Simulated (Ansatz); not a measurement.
## Cost against accuracy: kpoints.mp_grid.grid for Ca5Mg (Amm2, 6 atoms in the cell)

```yaml
crystal:
  lattice:
    - [6.09293, 0.00000, 0.00000]
    - [0.00000, 1.94291, 9.55756]
    - [0.00000, -1.94291, 9.55756]
  atoms:
    - { symbol: Ca, position: [0.00000, 0.00202, 0.00202] }
    - { symbol: Ca, position: [0.00000, 0.67385, 0.67385] }
    - { symbol: Ca, position: [0.00000, 0.33421, 0.33421] }
    - { symbol: Ca, position: [0.50000, 0.87546, 0.87546] }
    - { symbol: Ca, position: [0.50000, 0.56117, 0.56117] }
    - { symbol: Mg, position: [0.50000, 0.21996, 0.21996] }
```

Method: r2SCAN, default PAW files made with PBE (plane waves; Ansatz, a first-principles code).

Base settings: basis.ecutwfc = 500 eV; kpoints.mp_grid.grid = 3 5 5; hamiltonian.xc = r2scan; hamiltonian.pseudopotentials = {kind: paw} (the program's default PAW files); scf.occupations.method = cold; scf.occupations.width = 0.136 eV.

Misses are taken against the tightest run, 7 12 12, which need not be fully converged itself. The energy is the free energy per atom.

The count of work is k-points × plane waves × bands × iterations; it is no time, and leaves out set-up, grids and terms that scale otherwise. Core times come from one kind of shared machine and are given to one figure; runs under 30 s give none.

The starting cell comes from a database of computed structures (which also holds hypothetical and non-ambient phases and stackings), without a prior relaxation at this level. Its lattice was rescaled by a random factor within 2.5 % of one. Ansatz's pressure includes its estimate of the finite-basis (Pulay) stress. Without a gap this mesh is coarse (it stands for a supercell whose shortest vector is 18 Å).

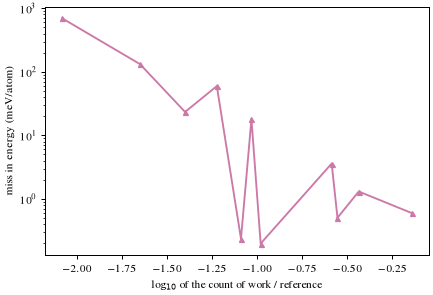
Figure: Miss against the count of work; the reference run is not drawn, and misses under 0.1 meV/atom are drawn there.

```tsv
kpoints.mp_grid.grid	energy less reference (meV/atom)	pressure less reference (GPa)	largest difference in the force on any atom (eV/Å)	count of work / reference	core time / reference (rough)
1 1 1	-695.12	-1.80	0.338	0.0083	–
1 2 2	132.13	-0.14	0.139	0.022	–
2 2 2	23.35	-0.24	0.119	0.040	–
2 3 3	59.61	-0.05	0.098	0.060	–
2 4 4	18.03	0.06	0.067	0.093	0.2
3 4 4	0.24	0.08	0.027	0.081	–
3 5 5	-0.20	-0.03	0.021	0.10	0.2
4 6 6	3.60	-0.01	0.031	0.26	0.3
5 7 7	0.50	0.01	0.020	0.28	0.3
5 8 8	-1.31	0.01	0.004	0.37	0.4
6 10 10	0.60	0.00	0.008	0.72	0.8
7 12 12	0.00	0.00	0.000	1.0	1
```

Coarsest setting among those run that, with all tighter ones, holds the energy within 20 meV/atom of the reference: 2 4 4, off by 18 meV/atom; it needs 0.093 of the reference's count of work and about 0.2 of the reference's time.

Coarsest setting among those run that, with all tighter ones, holds the energy within 10 meV/atom of the reference: 3 4 4, off by 0.24 meV/atom; it needs 0.081 of the reference's count of work.

The step from 2 4 4 to 5 8 8: it takes the miss in the energy from 18 to 1.3 meV/atom, for 3.9 times the count of work and roughly 3 times the time.

Keys are those of Ansatz 0.2.
